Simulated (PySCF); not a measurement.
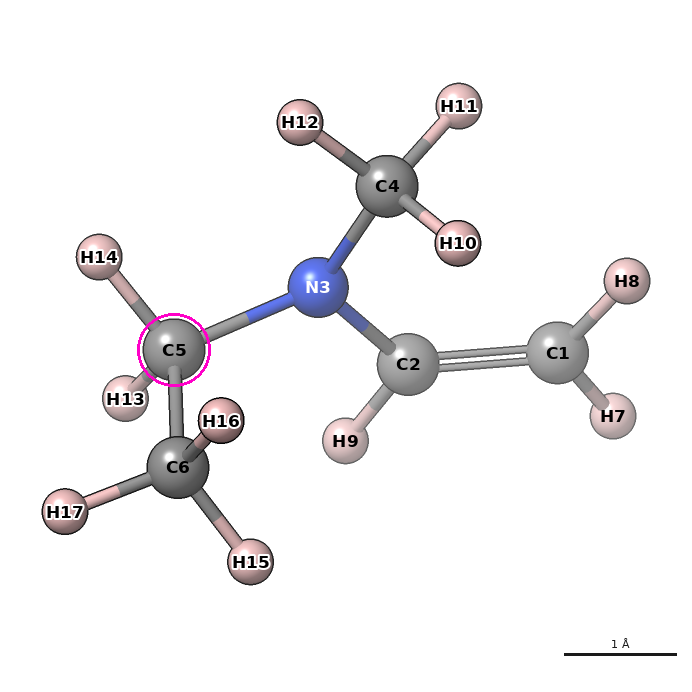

Orthographic view. Depth is shown by fading: the farther an atom, the more it takes the colour of the background. Computed geometry: PBE0-D3(BJ)/def2-SVP optimisation. No frequency run is at hand to confirm it as a minimum.

Question: Which atoms are bonded to the circled atom?

Answer: The circled atom is C5; it is bonded to N3, C6, H13, H14.

Question: What is the shortest path along bonds from the circled atom to H7?

Answer: C5–N3–C2–C1–H7, 4 bonds; through space the two are 4.52 Å apart.

Question: Which two atoms are farthest apart in space?

Answer: H7 and H17, 6.06 Å.

Question: Of C5 and H13, which is nearer the viewer?

Answer: C5; the bond to H13 points away from the viewer, so it looks shorter than its 1.10 Å.
